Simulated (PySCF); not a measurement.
SMILES Br[Se]Cl, PBE0/def2-SVP optimised geometry. Atoms within 1.6 Å of the plane z = 0.0 Å (x, y, z in Å): Se1 (-0.93, -1.06, 0.00), Cl2 (-1.39, 1.06, 0.00), Br3 (1.39, -1.06, 0.00).

Method: PBE0/def2-TZVP (PySCF 2.14.0). Cells within 0.4 Å of a nucleus heavier than hydrogen are left out (blank, or x).

Map of the log10 of the electron density (e/bohr³), floored at −4 on the plane z = 0.0 Å:

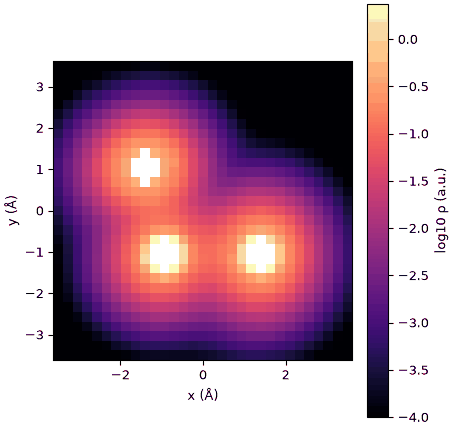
*Log10 of the electron density (e/bohr³), floored at −4 on the plane z = 0.0 Å.*
